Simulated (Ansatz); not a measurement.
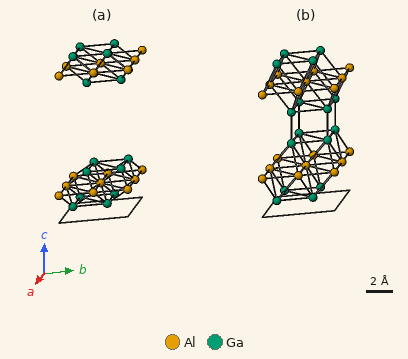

The structure of a crystal of AlGa2 (a generated structure, set up in P6_3/mmc) (coarse preliminary run) before (left) and after (right) a relaxation, at one scale.

Style: ball-and-stick. Shown: the 2 × 2 repeat of the cell, outlined in the plane, without the vacuum, slightly off an axis.

All numbers below come from DFT PBE, scalar-relativistic, plane waves, PAW in Ansatz 0.2.0.

The input:
```yaml
crystal:
  lattice:
    - [2.87040787, 0.0, 0.0]
    - [-1.43520393, 2.48584613, 0.0]
    - [0.0, 0.0, 19.70288203]
  atoms:
    - { symbol: Al, position: [0.0, 0.0, 0.0] }
    - { symbol: Al, position: [0.0, 0.0, 0.5] }
    - { symbol: Ga, position: [0.33333333, 0.66666667, 0.93634301] }
    - { symbol: Ga, position: [0.33333333, 0.66666667, 0.56365699] }
    - { symbol: Ga, position: [0.66666667, 0.33333333, 0.06365699] }
    - { symbol: Ga, position: [0.66666667, 0.33333333, 0.43634301] }
basis:
  ecutwfc: 420
kpoints:
  mp_grid: { grid: [6, 6, 1] }
hamiltonian:
  xc: pbe
scf:
  occupations: { method: gaussian, width: 0.1 }
  lower_state_search: "off"
output:
  forces: true
  stress: true
  eigenvalues: true
relax:
  adjacent_minimum: "off"
  f_tol: 0.04
  max_steps: 70
  cell: { stress_tol: 0.4 }
```

Run as
```bash
ansatz run input.yaml --threads 1 --pin off --max-ram 2560MiB --backend cpu --events-out ev --progress --plain --runs-dir out
```

What changed between the two?

Answer. The energy falls by 2912 meV per atom in 19 accepted moves (21 points after the start). Largest force component: 9.8 eV/Å at the start, 0.0016 eV/Å at the end. The line search rejected the trial step at point 17 of the run. At 1 point the geometry stayed and the basis and grid were re-selected for the new cell (energy shift of 0.3 meV per atom at most each time). The largest moves, 2.39 Å, are those of Ga3 and Ga4. Ga3 goes along the normal (−c). Largest moves by element: Ga 2.39 Å, Al 1.47 Å. In the plane the drawn cell goes a 5.741 → 6.029 Å (+5.0 %), b 5.741 → 6.029 Å (+5.0 %). Some distances before and after: Ga3–Ga4 7.343 → 2.572 Å, Al1–Ga3 2.078 → 2.783 Å, Al1–Al1 2.870 → 3.014 Å, Ga3–Ga3 2.870 → 3.014 Å. New bonds form, among them: Ga3–Ga4 (7.34 → 2.57 Å). The space group stays P-6m2 (No. 187).
